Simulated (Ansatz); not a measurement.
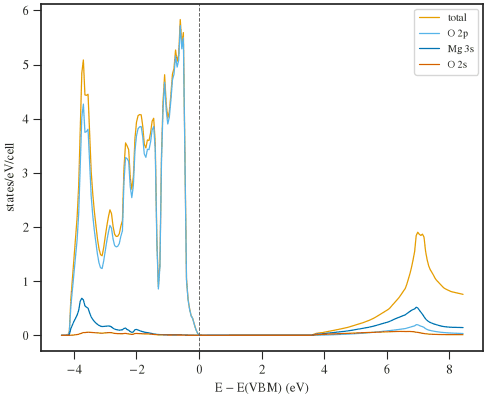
Figure: Total and projected density of states of MgO in space group P6_3/mmc (No. 194; Mg on 2c, O on 2d), LDA (plane waves, PAW; program Ansatz)

Problem. Which orbitals carry the states next to the gap?

Solution. Top 1 eV of the valence band: O 2p 98 %. Bottom 1 eV of the conduction band: Mg 3s 57 %, O 2s 29 %, O 2p 9 %. Projections are on Löwdin-orthogonalised atomic valence shells; empty p or d shells of many metals are not among them.

Problem. Where is the tallest occupied peak in this window, and what makes it?

Solution. Near -0.6 eV, about 5.8 states/eV per cell; the largest projected share is O 2p.

The workflow started from a Materials Project entry (that database holds measured and hypothetical structures alike); the Crystallography Open Database copy checked does not list it. It is not the phase usual at ambient conditions (space group No. 225). The cell was relaxed with LDA under the symmetry of its start; its stability against distortions is not shown here.

Potentials: the earlier of the program's two PAW sets. The files were generated under PBE; for other functionals the program regenerates the frozen cores, and for LDA and PBEsol the local potential too.
